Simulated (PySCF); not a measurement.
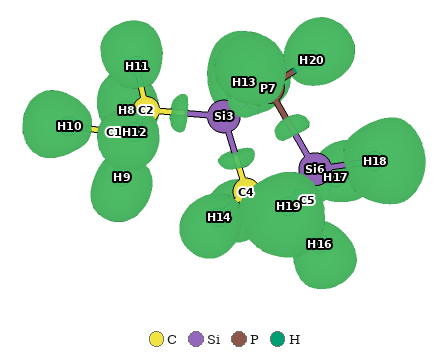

C4H13PSi2. Isosurface of the electron localisation function at 0.9 (green), seen at a tilt. Only the valence region is drawn (cores and ρ < 0.01 e/Å³ removed).

Geometry: PBE0-D3(BJ)/def2-SVP.

Level of theory: PySCF, CAM-B3LYP/def2-SVPD, SCF density, gas phase.

```xyz
20

C     3.1788    0.5662    0.2269
C     2.1465   -0.4652    0.6747
Si    0.5208   -0.3810   -0.2743
C    -0.3137    1.3205   -0.1044
C    -1.8240    1.2197   -0.3511
Si   -2.5082   -0.1805    0.7284
P    -1.0031   -1.8727    0.5528
H     3.4200    0.4605   -0.8431
H     2.8182    1.5962    0.3786
H     4.1231    0.4671    0.7855
H     2.5447   -1.4890    0.5718
H     1.9116   -0.3441    1.7471
H     0.7632   -0.6980   -1.7199
H    -0.1200    1.6707    0.9266
H     0.1672    2.0558   -0.7723
H    -2.3442    2.1722   -0.1521
H    -2.0295    0.9628   -1.4055
H    -3.8790   -0.6286    0.3341
H    -2.5421    0.2604    2.1589
H    -1.4722   -2.2505   -0.7442
```

### What do the ELF domains correspond to?

The surface consists of two regions between bonded C–C atoms (shared pairs), three regions between bonded C–Si atoms (shared pairs), two regions between bonded P–Si atoms (shared pairs), 13 regions around hydrogen nuclei and one lobe on P, pointing away from the bonds (lone pairs). Along the contacts the grid gives the following. C–C (1.53 Å): the ELF peaks at about 0.95 between the atoms: a covalent bond. C–Si (1.88 Å): the ELF peaks at about 0.95 between the atoms: localised, covalent bonding.
